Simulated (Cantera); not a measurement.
A closed system holds: 1 mol acetone, 6.6 mol H₂, 0.42 mol N₂, 0.2 mol H₂O, held at 490 Pa.

These are equilibrium values from Cantera (NASA tables, ideal gas, pure condensed phases), not measurements of a reactor. Candidate condensed phases: C, C₆H₆, C₇H₈, C₈H₁₈, H₂O; 136 gas species. The feed counts by its element totals alone. Equilibrium is a limit: real reactors are often held back by kinetics, nucleation or transport.

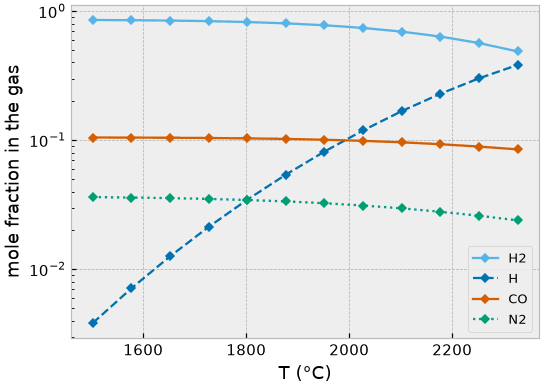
Figure. Equilibrium gas composition (values under 1e-9 drawn at 1e-9)

### Question
Read off the mole fractions at 2027 °C.

### Answer
H₂ about 0.74, H about 0.12, CO about 0.099, N₂ about 0.031.
